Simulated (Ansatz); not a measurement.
Run report: GeH$_{5}$ClO, molecular dynamics (part 4 of 4)

The same run, continued: GeH$_{5}$ClO; RKS PBE/def2-SVP (Ansatz 0.2.0). It belongs to a series of runs on one base structure; here: dynamics from the highest image of the converged band.

Geometry of the input (Å):
```
Ge -0.0559  -0.1581  0.0165
O  0.3753  -0.1608  1.9957
H  -0.4223  -0.1133  2.5633
H  1.2792  0.2316  -0.6507
H  -1.0359  1.0422  0.1884
Cl -1.3078  -1.4023  -1.3158
H  0.5981  -1.8283  0.6255
H  0.5682  -1.3064  1.4923
```

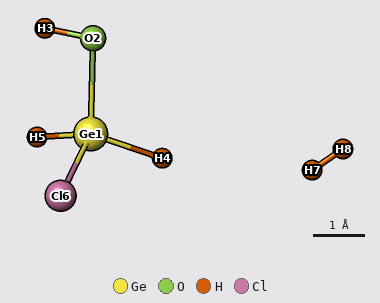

**Figure 1.** The geometry at step 162 of the log (ball-and-stick view, seen at an oblique angle; atoms are numbered from 1 in the order of the input).

### Trajectory as extended XYZ, continued
```
8
Properties=species:S:1:pos:R:3:forces:R:3 step=125 time_fs=62.5 energy=-71140.88236 temperature=1954.9
Ge   -0.0612   -0.0458    0.0276    0.6821  -0.4037  -0.1383
O     0.1125   -0.2455    1.7969   -0.4155   0.0958   0.4606
H    -0.3058    0.3841    2.4208   -0.2263  -0.1900  -0.4156
H     1.3526   -0.5477   -0.2486    0.3017   0.0360  -0.4571
H    -0.4290    1.3767   -0.4165   -0.1986   0.2238   0.0435
Cl   -1.2749   -1.4321   -1.1958   -0.1343   0.2261   0.5102
H     1.6531   -4.4473   -0.0484    0.9767   0.0277   1.4934
H     2.1119   -4.4402    0.6463   -0.9857  -0.0156  -1.4966
8
Properties=species:S:1:pos:R:3:forces:R:3 step=128 time_fs=64.0 energy=-71140.92339 temperature=2007.1
Ge   -0.0594   -0.0412    0.0184    0.9712  -0.4792   0.5548
O     0.0961   -0.2502    1.8195    0.1063  -0.5792  -0.9312
H    -0.3300    0.3543    2.4302   -0.6955   0.5210   0.2074
H     1.3758   -0.5413   -0.2689   -0.0464   0.1593  -0.3119
H    -0.4273    1.3927   -0.4008   -0.1837   0.1521   0.0250
Cl   -1.2746   -1.4321   -1.1859   -0.1447   0.2161   0.4584
H     1.7080   -4.5575   -0.0639    0.8261  -0.0222   1.2097
H     2.1726   -4.5756    0.6102   -0.8333   0.0321  -1.2122
8
Properties=species:S:1:pos:R:3:forces:R:3 step=132 time_fs=66.0 energy=-71140.92677 temperature=2010.9
Ge   -0.0564   -0.0354    0.0065    1.1985  -0.4229   1.2406
O     0.0745   -0.2577    1.8476    0.2353  -0.5737  -1.6594
H    -0.3854    0.3317    2.4490   -0.7088   0.5500   0.1384
H     1.4043   -0.5271   -0.3059   -0.4219   0.2839  -0.1227
H    -0.4309    1.4185   -0.3788   -0.1346  -0.0368   0.0218
Cl   -1.2744   -1.4318   -1.1723   -0.1634   0.1924   0.3830
H     1.8021   -4.7048   -0.0536   -0.9324   0.1163  -1.2587
H     2.2325   -4.7554    0.5311    0.9274  -0.1092   1.2570
8
Properties=species:S:1:pos:R:3:forces:R:3 step=136 time_fs=68.0 energy=-71140.91552 temperature=1995.7
Ge   -0.0529   -0.0299   -0.0048    1.1491  -0.2464   1.7410
O     0.0534   -0.2664    1.8719   -0.3789   0.3096  -1.2797
H    -0.4653    0.3272    2.4702    0.0456  -0.3047  -0.7924
H     1.4173   -0.5024   -0.3477   -0.5438   0.3112   0.0143
H    -0.4397    1.4428   -0.3561   -0.0809  -0.2312   0.0163
Cl   -1.2744   -1.4313   -1.1583   -0.1876   0.1566   0.3017
H     1.8669   -4.8476   -0.0818   -0.7400   0.1538  -0.9263
H     2.3214   -4.9393    0.4905    0.7364  -0.1487   0.9251
8
Properties=species:S:1:pos:R:3:forces:R:3 step=140 time_fs=70.0 energy=-71140.85210 temperature=1916.0
Ge   -0.0487   -0.0244   -0.0151    0.8495  -0.0733   2.1648
O     0.0314   -0.2744    1.8929   -0.5961   0.6178  -1.4202
H    -0.5449    0.3132    2.4634    0.3923  -0.5688  -1.0394
H     1.4104   -0.4660   -0.3892   -0.3791   0.2398   0.0739
H    -0.4517    1.4586   -0.3328   -0.0517  -0.3338  -0.0030
Cl   -1.2746   -1.4306   -1.1439   -0.2121   0.1142   0.2246
H     1.9081   -4.9863   -0.1406    1.0362  -0.2748   1.2281
H     2.4338   -5.1273    0.4803   -1.0389   0.2789  -1.2290
8
Properties=species:S:1:pos:R:3:forces:R:3 step=143 time_fs=71.5 energy=-71140.84585 temperature=1907.7
Ge   -0.0453   -0.0203   -0.0222    0.5049   0.0007   2.4609
O     0.0140   -0.2796    1.9065   -0.1972   0.2876  -2.0482
H    -0.5960    0.2893    2.4331    0.0753  -0.1919  -0.6235
H     1.3955   -0.4326   -0.4186   -0.0977   0.1393   0.0653
H    -0.4621    1.4624   -0.3153   -0.0558  -0.3202  -0.0265
Cl   -1.2749   -1.4300   -1.1329   -0.2274   0.0814   0.1728
H     1.9599   -5.0959   -0.1598    1.0913  -0.3364   1.2382
H     2.4970   -5.2625    0.4478   -1.0934   0.3395  -1.2389
8
Properties=species:S:1:pos:R:3:forces:R:3 step=147 time_fs=73.5 energy=-71140.85864 temperature=1922.4
Ge   -0.0405   -0.0149   -0.0304    0.0185  -0.0120   2.7969
O    -0.0094   -0.2860    1.9201    0.6148  -0.2892  -2.8920
H    -0.6644    0.2535    2.3744   -0.6455   0.4552   0.0457
H     1.3737   -0.3839   -0.4559    0.3501  -0.0065   0.0077
H    -0.4779    1.4571   -0.2931   -0.0954  -0.1857  -0.0671
Cl   -1.2755   -1.4292   -1.1182   -0.2411   0.0363   0.1092
H     2.0590   -5.2512   -0.1515   -0.6894   0.2565  -0.7283
H     2.5514   -5.4336    0.3705    0.6881  -0.2547   0.7279
8
Properties=species:S:1:pos:R:3:forces:R:3 step=151 time_fs=75.5 energy=-71140.82062 temperature=1874.4
Ge   -0.0357   -0.0095   -0.0371   -0.2467  -0.1515   2.9830
O    -0.0315   -0.2928    1.9269    0.2947   0.0968  -2.7938
H    -0.7538    0.2318    2.3145   -0.2490   0.1318  -0.1012
H     1.3647   -0.3351   -0.4928    0.6013  -0.0876  -0.0243
H    -0.4974    1.4450   -0.2734   -0.1537   0.0207  -0.1112
Cl   -1.2763   -1.4283   -1.1033   -0.2459  -0.0114   0.0477
H     2.1348   -5.3970   -0.1667   -1.1640   0.5116  -1.1371
H     2.6289   -5.6140    0.3168    1.1632  -0.5103   1.1368
8
Properties=species:S:1:pos:R:3:forces:R:3 step=155 time_fs=77.5 energy=-71140.80495 temperature=1854.6
Ge   -0.0310   -0.0042   -0.0422   -0.1274  -0.3302   2.9582
O    -0.0531   -0.2994    1.9270   -0.6758   0.8226  -2.4552
H    -0.8506    0.2141    2.2503    0.7845  -0.5432  -0.4037
H     1.3775   -0.2894   -0.5303    0.4458  -0.0699   0.0528
H    -0.5228    1.4335   -0.2580   -0.1880   0.1786  -0.1423
Cl   -1.2774   -1.4274   -1.0884   -0.2384  -0.0588  -0.0095
H     2.1753   -5.5280   -0.2172    0.9672  -0.4799   0.8822
H     2.7418   -5.8092    0.2983   -0.9678   0.4808  -0.8823
8
Properties=species:S:1:pos:R:3:forces:R:3 step=158 time_fs=79.0 energy=-71140.77443 temperature=1816.4
Ge   -0.0275   -0.0003   -0.0451    0.1161  -0.3957   2.8226
O    -0.0702   -0.3032    1.9231   -0.8480   0.9367  -2.5026
H    -0.9064    0.1891    2.1931    0.9921  -0.6232  -0.2967
H     1.3985   -0.2570   -0.5572    0.1360  -0.0244   0.1721
H    -0.5464    1.4289   -0.2499   -0.1717   0.1975  -0.1477
Cl   -1.2785   -1.4268   -1.0772   -0.2240  -0.0916  -0.0477
H     2.2238   -5.6354   -0.2387    1.2765  -0.6795   1.1086
H     2.8083   -5.9465    0.2681   -1.2770   0.6802  -1.1087
8
Properties=species:S:1:pos:R:3:forces:R:3 step=162 time_fs=81.0 energy=-71140.85613 temperature=1918.3
Ge   -0.0228    0.0047   -0.0476    0.3887  -0.3205   2.5684
O    -0.0945   -0.3063    1.9126   -0.0082   0.4980  -2.8184
H    -0.9510    0.1369    2.1084    0.1818  -0.1455   0.1418
H     1.4298   -0.2144   -0.5869   -0.2811   0.0192   0.3324
H    -0.5834    1.4290   -0.2440   -0.0852   0.0795  -0.1311
Cl   -1.2800   -1.4260   -1.0623   -0.1957  -0.1311  -0.0931
H     2.3251   -5.7980   -0.2356   -0.3347   0.1951  -0.2684
H     2.8603   -6.1101    0.1959    0.3344  -0.1947   0.2684
8
Properties=species:S:1:pos:R:3:forces:R:3 step=166 time_fs=83.0 energy=-71140.81013 temperature=1862.5
Ge   -0.0179    0.0095   -0.0487    0.4181  -0.1036   2.3134
O    -0.1188   -0.3083    1.8953    1.0004   0.0818  -2.9449
H    -0.9894    0.0790    2.0288   -0.8046   0.2883   0.4559
H     1.4509   -0.1712   -0.6041   -0.4967   0.0138   0.4170
H    -0.6234    1.4319   -0.2430    0.0449  -0.1122  -0.1045
Cl   -1.2818   -1.4254   -1.0476   -0.1620  -0.1684  -0.1369
H     2.4132   -5.9522   -0.2422   -1.5075   0.9700  -1.1042
H     2.9255   -6.2820    0.1335    1.5073  -0.9698   1.1042
8
Properties=species:S:1:pos:R:3:forces:R:3 step=170 time_fs=85.0 energy=-71140.88529 temperature=1957.3
Ge   -0.0128    0.0143   -0.0486    0.1512   0.1409   2.1120
O    -0.1410   -0.3099    1.8710    0.3632   0.3874  -2.6416
H    -1.0529    0.0295    1.9654   -0.1242  -0.0351   0.4121
H     1.4539   -0.1276   -0.6056   -0.4294  -0.0366   0.3921
H    -0.6618    1.4306   -0.2461    0.1654  -0.2510  -0.0900
Cl   -1.2838   -1.4250   -1.0329   -0.1261  -0.2058  -0.1846
H     2.4569   -6.0784   -0.2817    0.7733  -0.5403   0.5172
H     3.0350   -6.4820    0.1040   -0.7735   0.5405  -0.5172
8
Properties=species:S:1:pos:R:3:forces:R:3 step=174 time_fs=87.0 energy=-71140.89204 temperature=1967.7
Ge   -0.0076    0.0191   -0.0473   -0.3540   0.3089   1.9541
O    -0.1625   -0.3106    1.8404   -0.6443   0.6757  -2.2042
H    -1.1200   -0.0212    1.9177    0.9545  -0.3716   0.3109
H     1.4413   -0.0855   -0.5924   -0.1001  -0.1111   0.2692
H    -0.6940    1.4202   -0.2528    0.2315  -0.2602  -0.0944
Cl   -1.2859   -1.4248   -1.0185   -0.0873  -0.2419  -0.2357
H     2.5236   -6.2209   -0.3065    1.2565  -0.9347   0.7705
H     3.1217   -6.6656    0.0598   -1.2567   0.9349  -0.7705
8
Properties=species:S:1:pos:R:3:forces:R:3 step=177 time_fs=88.5 energy=-71140.99169 temperature=2093.4
Ge   -0.0039    0.0228   -0.0457   -0.7855   0.3526   1.8143
O    -0.1794   -0.3101    1.8138   -0.6086   0.5791  -1.8629
H    -1.1495   -0.0675    1.8900    0.9779  -0.3257   0.2863
H     1.4286   -0.0565   -0.5755    0.2397  -0.1662   0.1463
H    -0.7126    1.4059   -0.2601    0.2327  -0.1730  -0.1097
Cl   -1.2875   -1.4248   -1.0079   -0.0561  -0.2669  -0.2745
H     2.6028   -6.3495   -0.3069    0.0522  -0.0411   0.0306
H     3.1573   -6.7817    0.0085   -0.0523   0.0412  -0.0306
8
Properties=species:S:1:pos:R:3:forces:R:3 step=181 time_fs=90.5 energy=-71140.98416 temperature=2087.0
Ge    0.0008    0.0280   -0.0427   -1.2021   0.3155   1.4893
O    -0.2029   -0.3083    1.7746    0.5422   0.2226  -1.3645
H    -1.1604   -0.1392    1.8628   -0.0984  -0.0573   0.3228
H     1.4208   -0.0236   -0.5484    0.5917  -0.2191   0.0264
H    -0.7297    1.3817   -0.2737    0.1805   0.0364  -0.1464
Cl   -1.2897   -1.4251   -0.9939   -0.0137  -0.2982  -0.3276
H     2.7021   -6.5154   -0.3104   -1.6742   1.4022  -0.8323
H     3.2113   -6.9420   -0.0570    1.6741  -1.4021   0.8323
8
Properties=species:S:1:pos:R:3:forces:R:3 step=185 time_fs=92.5 energy=-71141.06221 temperature=2184.9
Ge    0.0048    0.0333   -0.0389   -1.2203   0.2586   0.8825
O    -0.2252   -0.3059    1.7321    1.3355   0.0264  -0.6447
H    -1.1742   -0.2137    1.8479   -0.8253   0.0215   0.3093
H     1.4345    0.0010   -0.5199    0.5719  -0.2421   0.0357
H    -0.7399    1.3590   -0.2929    0.1153   0.2644  -0.1958
Cl   -1.2920   -1.4257   -0.9804    0.0230  -0.3290  -0.3871
H     2.7530   -6.6409   -0.3381    0.4793  -0.4293   0.2058
H     3.3137   -7.1425   -0.0983   -0.4794   0.4294  -0.2057
8
Properties=species:S:1:pos:R:3:forces:R:3 step=189 time_fs=94.5 energy=-71141.00989 temperature=2119.4
Ge    0.0082    0.0388   -0.0347   -0.8903   0.3133  -0.0485
O    -0.2447   -0.3034    1.6882    0.2796  -0.0576   0.5765
H    -1.2132   -0.2879    1.8438    0.2633  -0.0400   0.0141
H     1.4689    0.0164   -0.4897    0.1919  -0.2430   0.1437
H    -0.7456    1.3461   -0.3196    0.1074   0.3851  -0.2307
Cl   -1.2942   -1.4267   -0.9672    0.0483  -0.3579  -0.4550
H     2.8165   -6.7782   -0.3612    1.3023  -1.2275   0.4820
H     3.4035   -7.3313   -0.1442   -1.3024   1.2276  -0.4820
8
Properties=species:S:1:pos:R:3:forces:R:3 step=192 time_fs=96.0 energy=-71141.02519 temperature=2136.8
Ge    0.0104    0.0430   -0.0315   -0.5786   0.4677  -0.8992
O    -0.2587   -0.3016    1.6560   -0.5486  -0.2413   1.6496
H    -1.2389   -0.3443    1.8418    1.0605   0.0245  -0.2425
H     1.5004    0.0218   -0.4637   -0.1564  -0.2342   0.2223
H    -0.7470    1.3457   -0.3453    0.1620   0.3565  -0.2239
Cl   -1.2958   -1.4277   -0.9577    0.0612  -0.3733  -0.5063
H     2.8939   -6.9093   -0.3673    0.3931  -0.3853   0.1279
H     3.4410   -7.4449   -0.1898   -0.3932   0.3854  -0.1279
8
Properties=species:S:1:pos:R:3:forces:R:3 step=196 time_fs=98.0 energy=-71140.88694 temperature=1961.9
Ge    0.0131    0.0488   -0.0278   -0.2492   0.7757  -2.0717
O    -0.2784   -0.2998    1.6167   -0.4441  -0.4599   2.8343
H    -1.2393   -0.4183    1.8311    0.8160   0.0891  -0.2967
H     1.5363    0.0213   -0.4215   -0.4869  -0.2138   0.2601
H    -0.7431    1.3566   -0.3868    0.2881   0.1877  -0.1589
Cl   -1.2979   -1.4294   -0.9454    0.0762  -0.3789  -0.5671
H     3.0015   -7.0878   -0.3735   -1.6141   1.6787  -0.4019
H     3.4866   -7.5925   -0.2526    1.6140  -1.6786   0.4019
8
Properties=species:S:1:pos:R:3:forces:R:3 step=200 time_fs=100.0 energy=-71140.85801 temperature=1921.0
Ge    0.0157    0.0550   -0.0251   -0.0927   1.0731  -3.0797
O    -0.2990   -0.2991    1.5842    0.7520  -0.3637   3.5370
H    -1.2125   -0.4899    1.8102   -0.6032  -0.1307   0.0080
H     1.5543    0.0126   -0.3697   -0.5499  -0.1896   0.2054
H    -0.7282    1.3744   -0.4343    0.4028  -0.0230  -0.0532
Cl   -1.3000   -1.4315   -0.9338    0.0911  -0.3662  -0.6175
H     3.0626   -7.2179   -0.3911    0.1332  -0.1477   0.0225
H     3.5788   -7.7885   -0.3040   -0.1333   0.1478  -0.0226
```

### Key numbers

| quantity | value |
| --- | --- |
| outcome | finished |
| mean temperature over the second half | 1912 K |
| trajectory | 200 steps, 100 fs |
| ensemble | nve |
| temperature in the input | 300.0 K |
| time step | 0.5 fs |
| potential energy (last step) | −71140.8581 eV |
| mean-field energy (last step) | −71140.8581 eV |
| largest force (length of the vector) (last step) | 3.634 eV/Å |
| wall time | 4.3 min (CPU time 8.4 min) |
| peak memory | 0.13 GiB |

### Remarks

So short a trajectory is not equilibrated.
